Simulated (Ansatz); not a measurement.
# SnS (SMILES [S][Sn]) at BCCD(T)/def2-TZVP (core potential)

Aim: the vertical singlet–triplet gap of SnS at BCCD(T)/def2-TZVP (core potential), from 2 runs. 

Program for the calculation: Ansatz 0.2.0.

37 further runs of the same task are left out: 1 that didn't finish, 36 set aside as unsound or not needed.

### Step 1. Starting point

The species is SnS (2 atoms), meant as a singlet with charge 0. As SMILES, `[S][Sn]`. Geometry: the measured bond length.

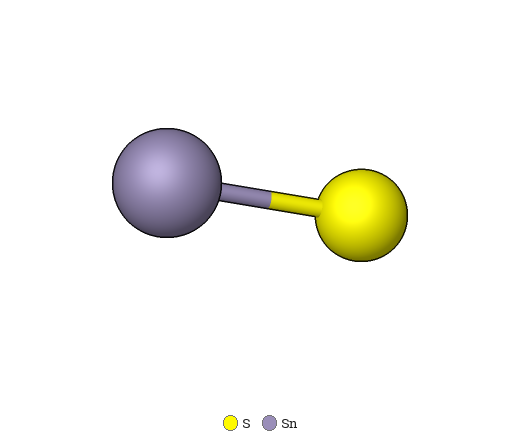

Viewed from a chosen angle; sulfur yellow, tin purple.

### Step 2. The energy at BCCD(T)/def2-TZVP (core potential)

input.yaml reads:

```yaml
basis:
  gaussian: {orbitals: def2-TZVP}
crystal:
  periodic: [false, false, false]
  atoms:
    - {symbol: S, position_ang: [0.000000, 0.000000, 0.000000]}
    - {symbol: Sn, position_ang: [0.000000, 0.000000, 2.209026]}
accuracy: high
scf: {omitted_lower_state_checks: [cluster_reference, increment]}
correlation: {method: bccd_t, frozen_orbitals: {S: 5, Sn: 4}}
```

On the command line:

```
ansatz run input.yaml --threads 1 --pin off --max-ram 3480MiB --events-out events.jsonl --progress --plain --runs-dir runs
```

The program printed, shortened:

```text
Warning: RAYON_NUM_THREADS=1 ignored (pool sized by the plan → 1); use --threads N
Functional definition: HF
  name "HF"
[...]
1408 factors; integrals over basis functions are off by at most 3.1e-9 eV
[...]
mean field -16624.45583307 eV, -610.9374834046 hartree, gradient 2.1e-8 eV, S^2 0.000000; 0 other end points of the search recorded, 0 dependent functions left out
9 core orbitals not correlated: weight in the atoms' cores, before any rotation towards them, 1.000 or more for the frozen orbitals, at most 0.000 for the correlated occupied ones
reference -16624.45583307 eV, -610.9374834046 hartree; 10, 10 occupied and 68, 68 virtual orbitals, 1408 factors
second order -12.76183148 eV of doubles, -0.00000000 eV of singles
cycle   1  -12.32185337 eV  change    4.4e-1 eV  update   1.3e-1
[...]
cycle  20  -12.73664523 eV  change   7.8e-10 eV  update   1.4e-9
perturbative correction -0.68151274 eV, -0.0250451313 hartree
Total energy: -16637.87399104 eV, -611.4305916148 hartree
Checks for a lower state left out: cluster_reference, increment
```

It took 8.1 s on 1 thread of Arm Neoverse V2, shared host; peak memory 0.48 GiB.

### Step 3. The triplet at the same level

in.yaml reads:

```yaml
crystal:
  periodic: [false, false, false]
  atoms:
    - {symbol: S, position_ang: [0.000000, 0.000000, 0.000000]}
    - {symbol: Sn, position_ang: [0.000000, 0.000000, 2.209026]}
basis:
  gaussian:
    orbitals: def2-TZVP
magnetization:
  spin_polarized: true
  initial_magnetization: 2
correlation:
  method: bccd_t
  frozen_orbitals: {S: 5, Sn: 4}
accuracy: high
scf:
  omitted_lower_state_checks: [cluster_reference, increment]
```

On the command line:

```
ansatz run in.yaml --threads 1 --pin off --max-ram 3480MiB --events-out events.jsonl --progress --plain --runs-dir runs
```

The program printed, shortened:

```text
Warning: RAYON_NUM_THREADS=1 ignored (pool sized by the plan → 1); use --threads N
[... 2 set-up lines as earlier in the session ...]
[...]
1408 factors; integrals over basis functions are off by at most 3.1e-9 eV
[...]
mean field -16622.82424212 eV, -610.8775235428 hartree, gradient 3.0e-8 eV, S^2 2.031456; 18 other end points of the search recorded, 0 dependent functions left out
9 core orbitals not correlated: weight in the atoms' cores, before any rotation towards them, 1.000 or more for the frozen orbitals, at most 0.000 for the correlated occupied ones
reference -16622.82424212 eV, -610.8775235428 hartree; 11, 9 occupied and 67, 69 virtual orbitals, 1408 factors
second order -11.41478236 eV of doubles, -0.00000000 eV of singles
cycle   1  -11.47204382 eV  change   -5.7e-2 eV  update   8.7e-2
[...]
cycle  26  -11.79663417 eV  change  -7.6e-10 eV  update   2.2e-9
perturbative correction -0.45405764 eV, -0.0166863107 hartree
Total energy: -16635.07493393 eV, -611.3277281633 hartree
Checks for a lower state left out: cluster_reference, increment
```

Wall time 35 s (1 thread of Arm Neoverse V2, shared host); peak memory 0.83 GiB.

### Step 4. Outcome

Level: BCCD(T)/def2-TZVP (core potential), 9 core orbitals frozen.

| quantity | value |
| --- | --- |
| singlet: total energy | -611.43059 Eh |
| singlet: correlation energy (9 core orbitals frozen) | -493.1 mEh |
| singlet: (T) correction | -25.05 mEh |
| triplet: total energy | -611.32773 Eh |
| triplet: correlation energy (9 core orbitals frozen) | -450.2 mEh |
| triplet: (T) correction | -16.69 mEh |
| triplet: ⟨S²⟩ of the reference determinant | 2.031 |
| vertical energy of the triplet above the singlet | 2.799 eV |

At this shape the triplet lies 2.80 eV (65 kcal/mol) above the singlet. The triples (singlet) make up 5.1 % of the correlation energy. The triples (triplet) make up 3.7 % of the correlation energy.
